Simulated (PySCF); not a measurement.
# C$_{7}$H$_{16}$Si$_{2}$: what the fields show

Input file:

```
{"job": {"kind": "nmr", "xc": "PBE0", "basis": "pcSseg-1"}, "charge": 0, "multiplicity": 1}
C      2.390577    -0.829488    -2.267355
C      1.569067    -0.836209    -1.396957
C      0.545341    -0.852970    -0.358985
C     -0.166778    -2.210312    -0.434512
C      1.225659    -0.703437     1.009051
Si     2.157256     0.927279     1.311968
C     -0.436119     0.291102    -0.653599
Si    -1.878050     0.547314     0.565303
C     -2.907135     2.006700    -0.076466
H      3.116923    -0.820189    -3.024530
H     -0.673877    -2.322025    -1.390997
H     -0.901502    -2.297007     0.362214
H      0.553277    -3.021225    -0.335011
H      1.933442    -1.529380     1.122070
H      0.469478    -0.839730     1.784837
H      1.219103     2.022819     1.573004
H      3.001212     0.742827     2.496169
H      2.994927     1.260992     0.160735
H      0.137559     1.219618    -0.719123
H     -0.850255     0.124585    -1.652940
H     -2.739336    -0.643308     0.634227
H     -1.402022     0.855664     1.920830
H     -3.752113     2.199180     0.576990
H     -3.299522     1.813462    -1.070770
H     -2.318047     2.917883    -0.127021
```

Run with:

```sh
OMP_NUM_THREADS=1 python probes_run.py task.json out
```

Geometry: GFN2-xTB.

Computed with PBE0/pcSseg-1, SCF density, gas phase, non-relativistic in PySCF 2.14.0.

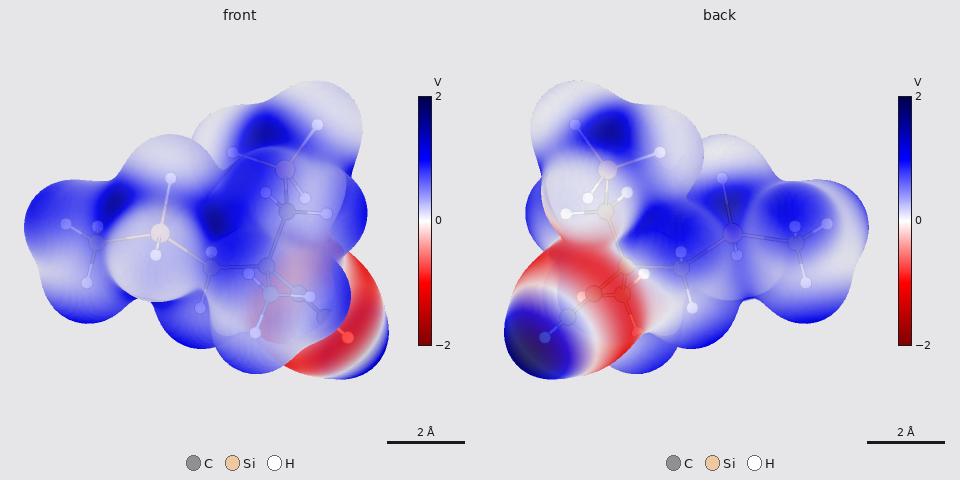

Figure 1. The molecular electrostatic potential painted on the density surface at 0.004 e/bohr³, seen from the front and from behind; red is negative and blue positive.

> Describe the electrostatic potential map.

The most negative region (about −0.9 V) lies over C1 and C2, the most positive (about +1.8 V) over H10.

> What dipole moment does the calculation give?

Its dipole moment is 0.70 D.

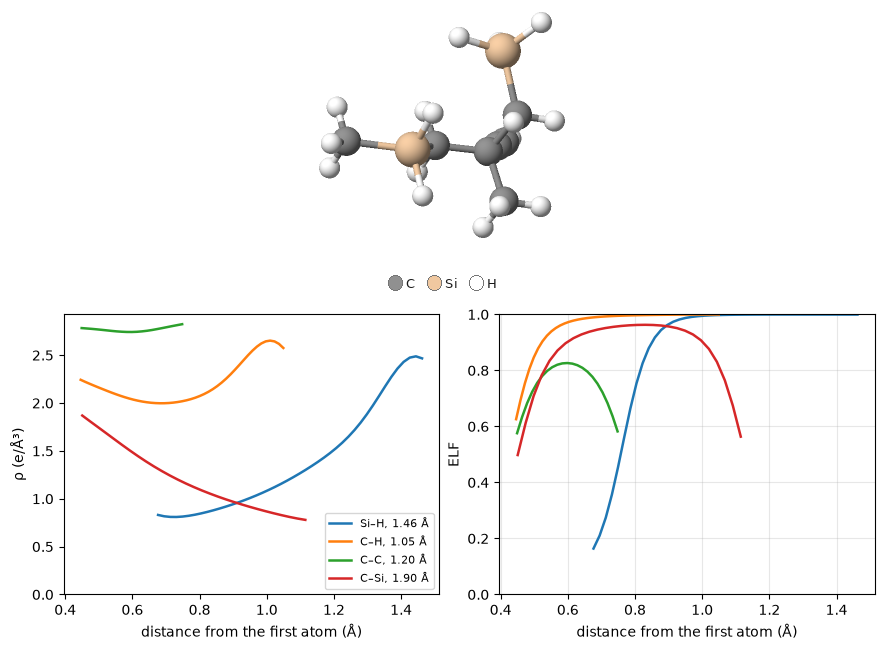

Figure 2. Total electron density and ELF along straight lines between neighbouring atoms. The curves leave out the atomic cores. The structure is drawn too.

> Compare the contacts.

Si–H (1.46 Å): ρ is about 0.81 e/Å³ halfway; the ELF climbs to about 1 towards the hydrogen, as it does in any bond to H.
C–H (1.05 Å): the density is about 2.1 e/Å³ at the midpoint; the ELF climbs to about 1 towards the hydrogen: an ordinary covalent bond to hydrogen.
C–C (1.20 Å): ρ at the midpoint is about 2.7 e/Å³; the ELF peaks at about 0.85 between the atoms: a short, multiple covalent bond.
C–Si (1.90 Å): ρ is about 0.92 e/Å³ halfway; the ELF peaks at about 0.95 between the atoms: a covalent bond.
